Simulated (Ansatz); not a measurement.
# GaSb, response to strain

Base system: GaSb in the zinc blende structure (space group F-43m, No. 216).

```
GaSb
1.0
    0.00000     3.06618     3.06618
    3.06618     0.00000     3.06618
    3.06618     3.06618     0.00000
Ga Sb
1 1
Cartesian
  0.00000   0.00000   0.00000
  1.53309   1.53309   1.53309
```

Strains are applied to the cell and any free atomic positions relax.

Level of theory: r2SCAN, PAW, 500 eV (Ansatz, a quantum-chemistry and plane-wave program; no spin-orbit coupling).

Notes on the quantities. energy relative to the base: free energy F.

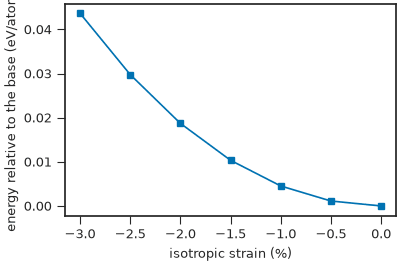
Figure: Energy relative to the base against isotropic strain

```json
[
 {"isotropic strain (%)": "-3", "energy relative to the base": "+44 meV/atom"},
 {"isotropic strain (%)": "-2.5", "energy relative to the base": "+30 meV/atom"},
 {"isotropic strain (%)": "-2", "energy relative to the base": "+19 meV/atom"},
 {"isotropic strain (%)": "-1.5", "energy relative to the base": "+10 meV/atom"},
 {"isotropic strain (%)": "-1", "energy relative to the base": "+4.5 meV/atom"},
 {"isotropic strain (%)": "-0.5", "energy relative to the base": "+1.1 meV/atom"}
]
```

No phonon test of stability was made.
